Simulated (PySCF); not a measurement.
Vertical excitations of a molecule C₂H₉NSi from TDDFT-M06-2X/def2-SVPD (PySCF), as energy in eV (oscillator strength): 5.73 (0.008), 6.50 (0.045), 6.68 (0.002), 7.20 (0.005), 7.31 (0.031), 7.38 (0.000), 8.00 (0.069), 8.23 (0.083), 8.44 (0.003), 8.64 (0.007). Lowest triplet (TDA): 5.56 eV. Coordinates come from a B3LYP-D3(BJ)/def2-SVP optimisation. Other conformers were not sampled.

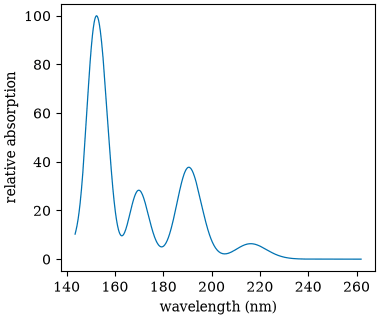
Figure: The lines broadened by 0.4 eV.

Which molecule gave these data?
A. CC[SiH2]N
B. CCN[SiH3]
C. C[SiH2]CN
D. CN(C)[SiH3]

D, CN(C)[SiH3]
